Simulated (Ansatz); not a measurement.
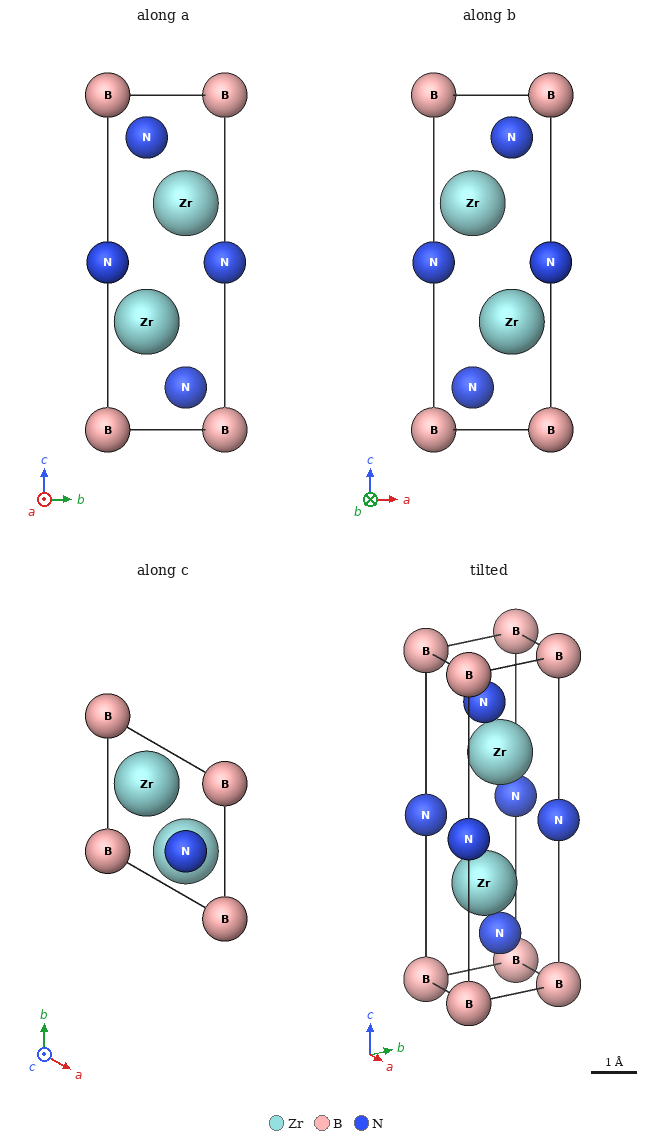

Spheres-only representation of a periodic structure, projected along the a axis, along the b axis, along the c axis and slightly off an axis. Thin lines show the conventional unit cell, with boundary atoms drawn in all their periodic places.

Lattice parameters: a = 3.0521 Å, b = 3.0521 Å, c = 7.5506 Å, α = 90.000°, β = 90.000°, γ = 120.000°.

### Express the structure as a CIF with its space group and independent sites, with free fractional coordinates to two decimals.

```cif
data_structure
_symmetry_space_group_name_H-M 'P -3 m 1'
_symmetry_Int_Tables_number 164
_cell_length_a 3.0521
_cell_length_b 3.0521
_cell_length_c 7.5506
_cell_angle_alpha 90.000
_cell_angle_beta 90.000
_cell_angle_gamma 120.000
_cell_volume 60.91
loop_
_atom_site_label
_atom_site_type_symbol
_atom_site_symmetry_multiplicity
_atom_site_Wyckoff_symbol
_atom_site_fract_x
_atom_site_fract_y
_atom_site_fract_z
_atom_site_occupancy
Zr1 Zr 2 d 0.3333 0.6667 0.68 1
B1 B 1 a 0.00 0.00 0.00 1
N1 N 2 d 0.3333 0.6667 0.13 1
N2 N 1 b 0.00 0.00 0.50 1
```

It derives from a structure type filled with these elements by a generator (whether the compound takes this form wasn't checked). Earlier steps of the study may have refined or changed the cell and positions. It was run through Ansatz as a DFT input.
